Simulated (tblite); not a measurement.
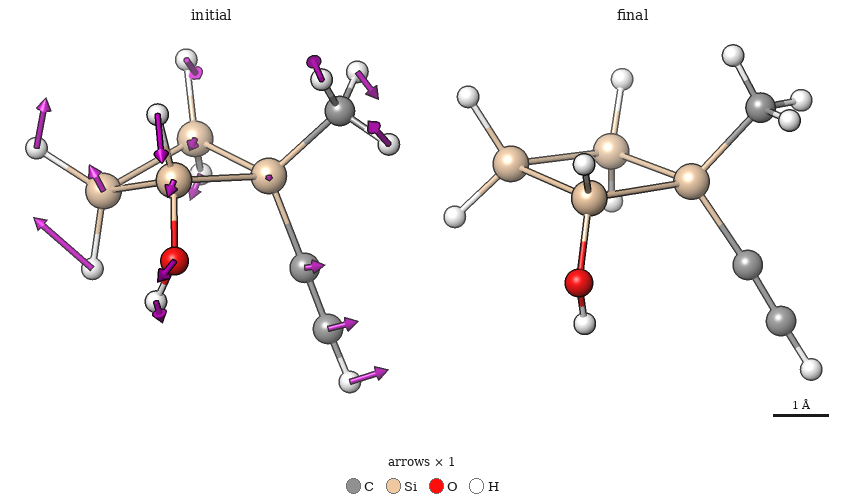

The structure of C₃H₁₀OSi₄ before (left) and after (right) a relaxation, at one scale. The purple arrows give the displacements, at their true length.

A ball-and-stick model, seen face on.

Method: GFN2-xTB geometry optimisation, gas phase (tblite 0.8.0). 

Describe what moved and what it gained.

After 156 geometry steps the energy has fallen by 31.9 kcal/mol. An H atom moves most after the best rigid fit: 1.45 Å. Largest moves by element: H 1.45 Å, C 0.59 Å, Si 0.59 Å, O 0.58 Å. Some distances before and after: Si–Si 2.187 → 2.381 Å, Si–Si 2.211 → 2.379 Å, Si–Si 2.226 → 2.360 Å, Si–Si 2.244 → 2.357 Å. Bond angles that change, for instance: O–Si–H 116.2° → 96.7°, Si–O–H 109.6° → 123.0°, H–Si–H 114.6° → 102.8°. Groups turn about C–Si by about 45°, O–Si by about 40°, Si–Si by about 30°. The run took 2.1 s on 1 thread of Intel(R) Xeon(R) Platinum 8488C, with other jobs on the host.
